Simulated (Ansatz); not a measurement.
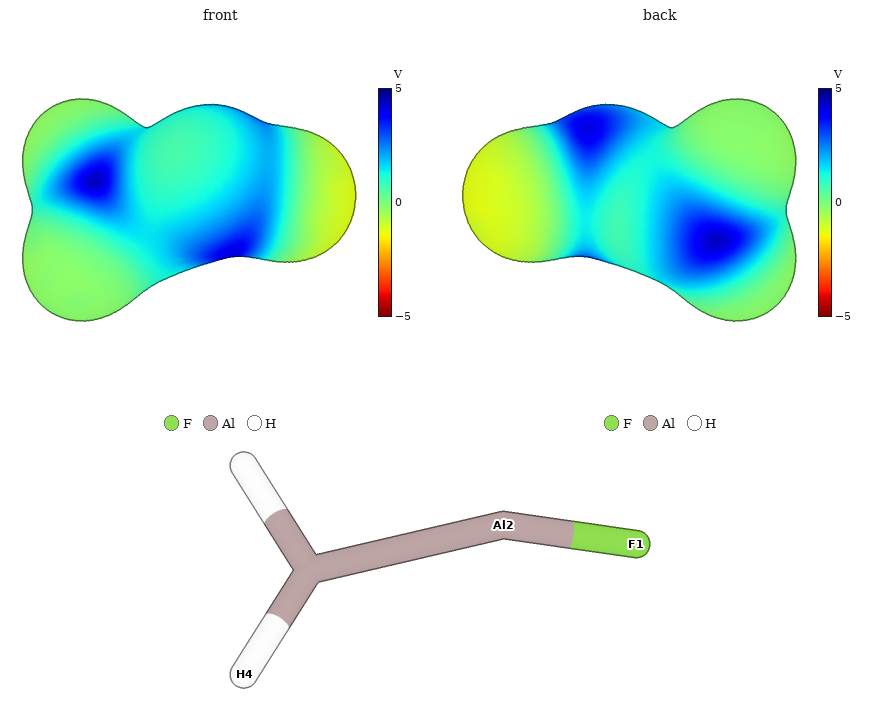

*Al$_{2}$FH$_{2}$ (doublet). The electrostatic potential painted on the density surface at 0.004 e/bohr³, seen from the front and from behind; red is negative and blue positive. The bare structure is drawn below in the same view.*

Geometry: PBE0-D4/def2-TZVP.

These are results of UKS PBE0-D4/def2-TZVPP (Ansatz), not measurements.

```xyz
5

F    -0.1398   -2.0757    2.1159
Al   -0.3182   -0.5673    1.4591
Al    0.1500    0.4803   -0.8597
H    -1.1297    0.7520   -1.7656
H     1.4377    1.4107   -0.9497
```

### Where is the surface potential most negative and most positive?

The most negative region (about −1.3 V) lies over F1, the most positive (about +4.2 V) over Al3.
